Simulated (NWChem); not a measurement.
# One shape, several levels: C2HF2O (SMILES O=C[C](F)F)

We compute a comparison of 4 runs (UHF/STO-3G, UHF/3-21G, UB3LYP/6-31G*) of C2HF2O. 

The results are computed with NWChem 7.3.0.

## Step 1: The structure to begin with

C2HF2O: 6 atoms, total charge 0, spin state doublet. SMILES: `O=C[C](F)F`. The shape is that of a GFN2-xTB optimisation. This is one conformer, not always the lowest.

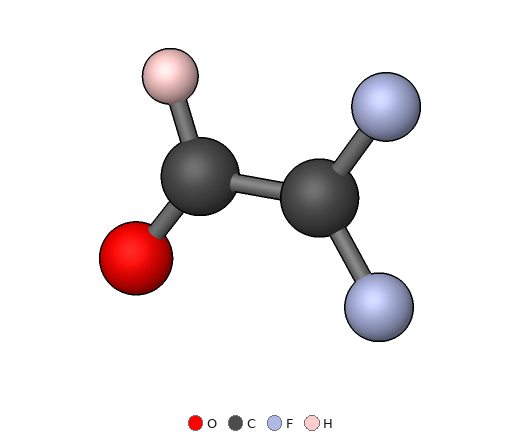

The structure, seen from a chosen angle (oxygen red, carbon dark grey, fluorine light blue, hydrogen pink).

## Step 2: Energy and forces at UHF/STO-3G (run 1)

File c2hf2o.nw:

```
start c2hf2o
title "C2HF2O hf"
memory stack 880 mb heap 220 mb global 1100 mb
geometry units angstrom noautosym nocenter noautoz
O     0.625970    0.239320    1.648560
C    -0.174960    0.060800    0.745290
C     0.165150   -0.045190   -0.622930
F    -0.731400   -0.241290   -1.568210
F     1.375350    0.022230   -1.121380
H    -1.260110   -0.035860    0.918680
end
basis "ao basis" spherical bse
O library STO-3G
C library STO-3G
F library STO-3G
H library STO-3G
end
scf
nopen 1
uhf
thresh 1e-08
maxiter 80
end
task scf gradient
```

Run with:

```
nwchem c2hf2o.nw > c2hf2o.out
```

Standard output:

```text
[...]
  functions       =    26
[...]
  wavefunction    = UHF
[...]
         Total SCF energy =   -345.250815126739
      One electron energy =   -810.497512356592
      Two electron energy =    299.332392257183
 Nuclear repulsion energy =    165.914304972671
                       Sz =      0.5000
                 Sz(Sz+1) =      0.7500
                      S^2 =      1.0045
[...]
                         UHF ENERGY GRADIENTS
    atom               coordinates                        gradient
                 x          y          z           x          y          z
   1 O       1.182912   0.452249   3.115327   -0.090549  -0.020217  -0.102398
   2 C      -0.330626   0.114895   1.408394    0.101086   0.018989   0.079349
   3 C       0.312088  -0.085397  -1.177167    0.008116  -0.000443  -0.011518
   4 F      -1.382146  -0.455972  -2.963487    0.032786   0.006043   0.024795
   5 F       2.599035   0.042009  -2.119101   -0.047297  -0.003697   0.011063
   6 H      -2.381263  -0.067766   1.736053   -0.004144  -0.000675  -0.001291
[...]
```

It took 2.3 s on 1 thread of Intel Xeon 6975P-C (Granite Rapids), shared host; peak memory 0.094 GiB.

## Step 3: Energy and gradient at UHF/3-21G (run 2)

File struct.xyz:

```xyz
6

O      0.625970     0.239320     1.648560
C     -0.174960     0.060800     0.745290
C      0.165150    -0.045190    -0.622930
F     -0.731400    -0.241290    -1.568210
F      1.375350     0.022230    -1.121380
H     -1.260110    -0.035860     0.918680
```

File struct.nw:

```
start struct
memory stack 880 mb heap 220 mb global 1100 mb
charge 0
geometry noautosym nocenter noautoz
load format xyz struct.xyz
end
basis spherical bse
* library 3-21G
end
scf
nopen 1
uhf
thresh 1e-08
maxiter 80
print low
end
task scf gradient
```

Run with:

```
nwchem struct.nw > struct.out
```

Standard output:

```text
[...]
  functions       =    47
[...]
  wavefunction    = UHF
[...]
         Total SCF energy =   -348.078422276066
      One electron energy =   -810.526246630636
      Two electron energy =    296.533519381900
 Nuclear repulsion energy =    165.914304972671
                       Sz =      0.5000
                 Sz(Sz+1) =      0.7500
                      S^2 =      0.9341
[...]
                         UHF ENERGY GRADIENTS
    atom               coordinates                        gradient
                 x          y          z           x          y          z
   1 O       1.182912   0.452249   3.115327   -0.044322  -0.009259  -0.043978
   2 C      -0.330626   0.114895   1.408394    0.059553   0.012961   0.063710
   3 C       0.312088  -0.085397  -1.177167    0.007050  -0.002374  -0.031568
   4 F      -1.382146  -0.455972  -2.963487    0.014773   0.002110   0.005759
   5 F       2.599035   0.042009  -2.119101   -0.019902  -0.001909   0.002305
   6 H      -2.381263  -0.067766   1.736053   -0.017152  -0.001529   0.003772
 Task  times  cpu:        1.9s     wall:        1.9s
 Total times  cpu:        2.0s     wall:        2.0s
```

It took 2.5 s on 1 thread of Intel Xeon 6975P-C (Granite Rapids), shared host; peak memory 0.096 GiB.

Run 3 isn't shown in full; the table further down has it.

## Step 4: Energy and forces at UB3LYP/6-31G(d) (Cartesian functions) (run 4)

File calc.nw:

```
start calc
title "C2HF2O"
memory total 2200 mb

geometry units angstroms noautosym nocenter noautoz
  O      0.625970     0.239320     1.648560
  C     -0.174960     0.060800     0.745290
  C      0.165150    -0.045190    -0.622930
  F     -0.731400    -0.241290    -1.568210
  F      1.375350     0.022230    -1.121380
  H     -1.260110    -0.035860     0.918680
end

basis cartesian
  * library 6-31G*
end

dft
  xc b3lyp
  mult 2
  grid xfine
  convergence energy 1e-08
  maxiter 100
  mulliken
end

task dft gradient
```

Run with:

```
nwchem calc.nw > calc.out
```

Standard output:

```text
[...]
          Wavefunction type:  spin polarized.
          No. of atoms     :     6
          No. of electrons :    39
[...]
          Charge           :     0
          Spin multiplicity:     2
[...]
          AO basis - number of functions:    77
[...]
              XC Information
              --------------
                         B3LYP Method XC Potential
                     Hartree-Fock (Exact) Exchange  0.200
                        Slater Exchange Functional  0.800 local
                    Becke 1988 Exchange Functional  0.720 non-local
              Lee-Yang-Parr Correlation Functional  0.810
                  VWN I RPA Correlation Functional  0.190 local
[...]
 d= 0,ls=0.0,diis     1   -351.3928185607 -5.17D+02  2.35D-02  5.12D-01     2.3
[...]
 d= 0,ls=0.0,diis    14   -351.6394929789 -4.61D-09  3.30D-07  9.63D-10    31.2
[...]
         Total DFT energy =     -351.639492978942
      One electron energy =     -813.858923640791
           Coulomb energy =      337.002454226476
    Exchange-Corr. energy =      -40.697328537299
 Nuclear repulsion energy =      165.914304972671
[...]
      <S2> =      0.7629 (Exact =     0.7500)
[...]
  wavefunction    = open shell
                         DFT ENERGY GRADIENTS
    atom               coordinates                        gradient
                 x          y          z           x          y          z
   1 O       1.182912   0.452249   3.115327   -0.019209  -0.003615  -0.015349
   2 C      -0.330626   0.114895   1.408394    0.019708   0.003282   0.011535
   3 C       0.312088  -0.085397  -1.177167   -0.005010   0.000975   0.011400
   4 F      -1.382146  -0.455972  -2.963487    0.003864   0.000041  -0.002722
   5 F       2.599035   0.042009  -2.119101   -0.001763  -0.000904  -0.005351
   6 H      -2.381263  -0.067766   1.736053    0.002410   0.000222   0.000487
[...]
```

It took 35 s on 1 thread of Intel Xeon 6975P-C (Granite Rapids), shared host; peak memory 0.13 GiB.

## Step 5: The series

| run | level | iteration cap | module | energy (Eh) | dipole moment (D) | HOMO energy (eV) | LUMO energy (eV) | wall time |
| --- | --- | --- | --- | --- | --- | --- | --- | --- |
| 1 | UHF/STO-3G | 80 | scf | -345.250815 | 1.06 | -7.88 | 6.71 | 2.3 s |
| 2 | UHF/3-21G | 80 | scf | -348.078422 | – | – | – | 2.5 s |
| 3 | UB3LYP/6-31G* (spherical functions) | 100 | dft | -351.634868 | 2.17 | -6.63 | -3.37 | 33 s |
| 4 | UB3LYP/6-31G* (Cartesian functions) | 100 | dft | -351.639493 | 2.18 | -6.64 | -3.38 | 35 s |

## Step 6: Outcome

| quantity | value |
| --- | --- |
| run 4: total energy | -351.63949 Eh |
| run 4: dipole moment | 2.18 D |
| run 4: HOMO energy (highest over α and β) | -6.64 eV |
| run 4: LUMO energy (lowest over α and β) | -3.38 eV |
| run 4: ⟨S²⟩ | 0.763 |
| run 4: largest force on an atom | 1.278 eV/Å |

**Reading.** Over runs 1, 3, 4 the dipole moment (its size) runs from 1.06 D (UHF/STO-3G) to 2.18 D (UB3LYP/6-31G*). The two ends differ in method and basis. In run 1 the basis is minimal, so the values are rough. Spin contamination of the reference: run 1 ⟨S²⟩ = 1.00, run 2 ⟨S²⟩ = 0.93. All runs together took 74 s, the longest 35 s.
